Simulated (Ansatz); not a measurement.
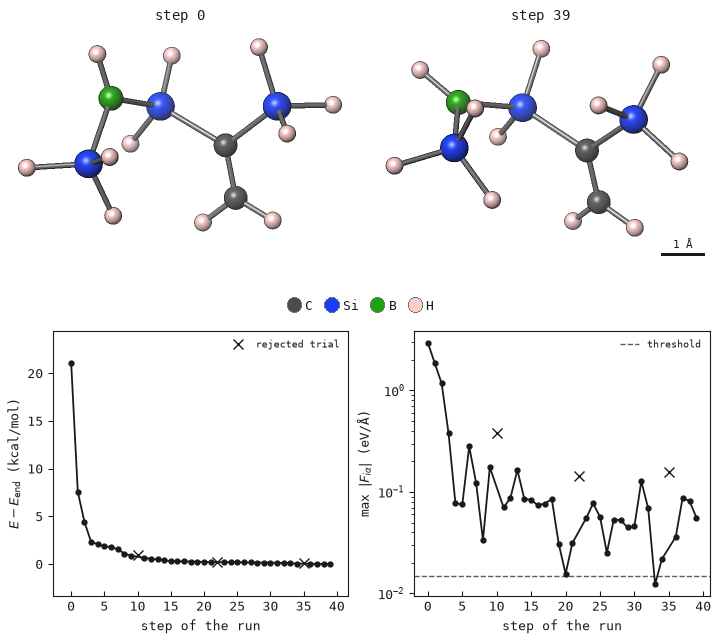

First and last geometry of a relaxation of C2H11BSi3, with the history of the run. A ball-and-stick model, seen at a tilt.

The run prepares an end point of a later path (torsion) calculation, from a guessed geometry.

All numbers below come from RKS PBE-D4/6-31G in Ansatz. Set-up: no spin polarisation; force threshold 0.015 eV/Å; at most 40 steps.

Q: Read the history and describe the run.

A: The relaxation stopped without meeting its thresholds, so the last structure isn't shown to be converged. It used up its limit of 40 steps. The atom that moves furthest after the best rigid fit is an H atom (1.96 Å). By element the largest moves are H 1.96 Å, Si 0.48 Å, B 0.48 Å, C 0.34 Å. Among the contacts that change: H–Si 1.369 → 1.523 Å, B–Si 1.922 → 2.027 Å, C–Si 1.818 → 1.913 Å, B–H 1.143 → 1.208 Å. Among the angles between lasting bonds that change: B–Si–H 108.3° → 113.8°, C–Si–B 110.1° → 115.2°, B–Si–H 109.8° → 114.8°. Groups turn about C–Si by about 55°, B–Si by about 50°, B–Si by about 20°. The energy falls by 21.1 kcal/mol in 36 accepted moves (39 points after the start). The largest force component goes from 2.9 to 0.056 eV/Å. The line search rejected the trial steps at points 10, 22, 35 of the run. The forces were under the threshold at step 33, but the run went on from there.
